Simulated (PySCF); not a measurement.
CH8NSi2 (doublet)

```csv
atom,x (Å),y (Å),z (Å)
C,-1.3729,-1.0566,0.0800
Si,-0.5527,0.6279,-0.2253
N,-0.5841,1.5754,1.1125
Si,1.7697,-0.0346,-0.2029
H,-2.4507,-0.9576,0.0093
H,-1.0560,-1.8057,-0.6402
H,-1.1390,-1.4173,1.0749
H,-0.8001,0.9949,-1.6348
H,-0.4843,2.5777,1.0950
H,2.1328,-0.6633,1.0580
H,2.5797,1.1506,-0.4602
H,1.9589,-0.9921,-1.2923
```

Geometry: GFN2-xTB.

Method: PySCF, UKS B3LYP, pcH-1 on C H N Si, non-relativistic, mean-field spin-orbit, GIAO.

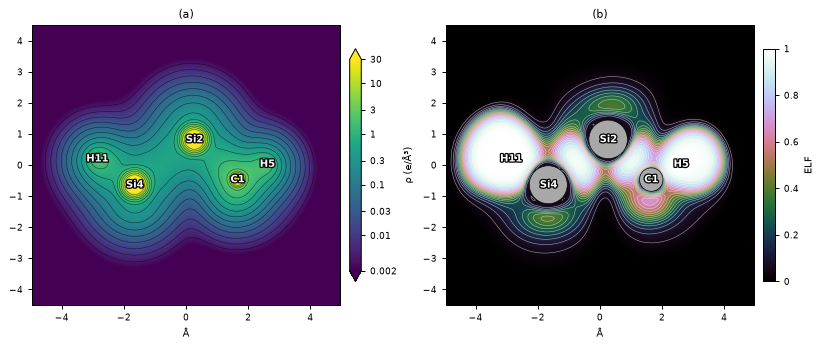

Figure 1. (a) electron density; (b) electron localisation function on the plane of atoms Si2, Si4 and H11. Grey discs cover the atomic cores in the ELF map.

Question: What does the map show?

Answer: The section cuts through C, Si and H sites.
C–Si (1.90 Å): ρ is about 0.92 e/Å³ halfway; the ELF peaks at about 0.95 between the atoms, as expected for a shared electron pair.
Si–Si (2.42 Å): ρ at the midpoint is about 0.55 e/Å³; the ELF peaks at about 1 between the atoms; localised, covalent bonding.
C–H (1.08 Å): the density is about 2 e/Å³ at the midpoint; the ELF climbs to about 1 towards the hydrogen, as it does in any bond to H; an ordinary covalent bond to hydrogen.
Si–H (1.46 Å): ρ at the midpoint is about 0.81 e/Å³; the ELF climbs to about 1 towards the hydrogen.

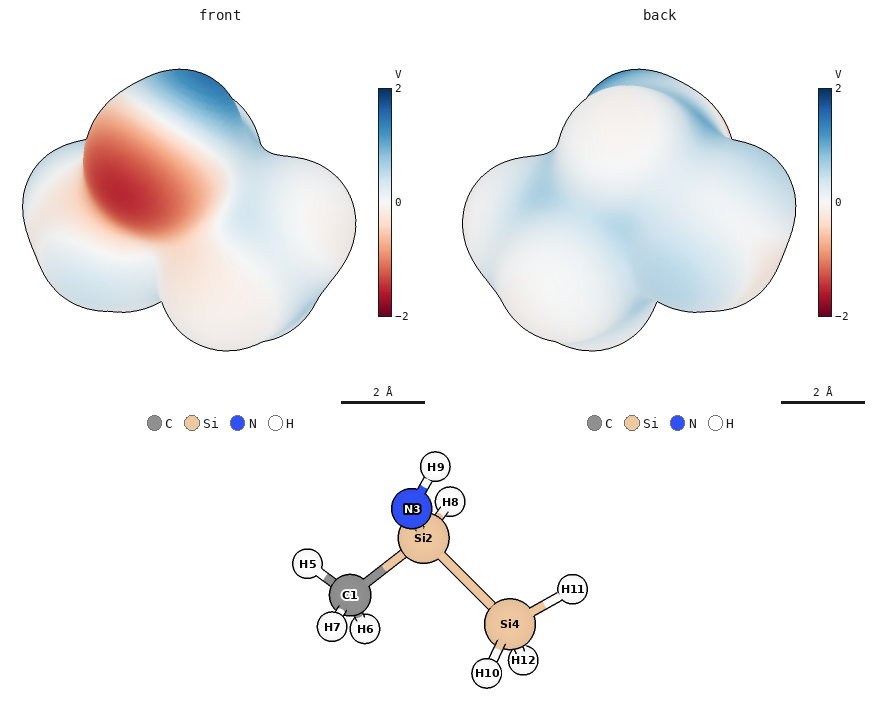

Figure 2. The electrostatic potential painted on the density surface at 0.001 e/bohr³, seen from the front and from behind; the colour scale runs from red (negative) to blue (positive). The bare structure is drawn below in the same view.

Question: Which sites attract a positive test charge, and which a negative one?

Answer: A positive charge is drawn to the negative regions and a negative charge to the positive ones. The most negative region (about −1.5 V) lies over N3, the most positive (about +1.4 V) over H9. N3 is the likeliest acceptor of a hydrogen bond.
